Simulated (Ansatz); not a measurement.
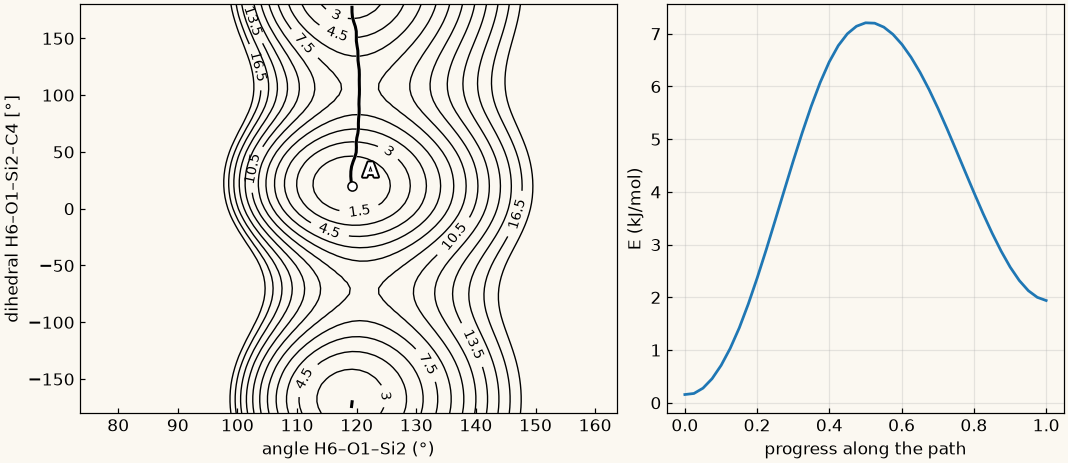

CH₂ClNOSi, SMILES O[Si]1(Cl)C=N1. Coordinates scanned: (1) angle H6–O1–Si2; (2) dihedral H6–O1–Si2–C4. Nothing is relaxed (all other coordinates rigid). The scan uses a 7 × 8 grid. Energies: kJ/mol, counted from the relaxed molecule at the same level. These are results of RKS BHLYP-D4/def2-SVP (Ansatz), not measurements.

The picture shows contour lines labelled in kJ/mol (none above 18), a line along the lowest path, the energy along the path at the right, the start A. Between grid points the surface is interpolated.

Q: Describe the path and its barrier.

A: The easiest path leads from the well at about angle H6–O1–Si2 = 119°, dihedral H6–O1–Si2–C4 = 20° to the well at about angle H6–O1–Si2 = 119°, dihedral H6–O1–Si2–C4 = −170°, about 1.8 kJ/mol higher (on a rigid scan; wells that are mirror images or exchange like atoms can differ by this much). Its highest point lies about 7.1 kJ/mol above the bottom of the first well on the interpolated surface, at about angle H6–O1–Si2 = 120°, dihedral H6–O1–Si2–C4 = 105°. Seen from the upper well the barrier is about 5.3 kJ/mol. The start is the relaxed structure and all else is held, so a fully relaxed path at this level can only be lower.
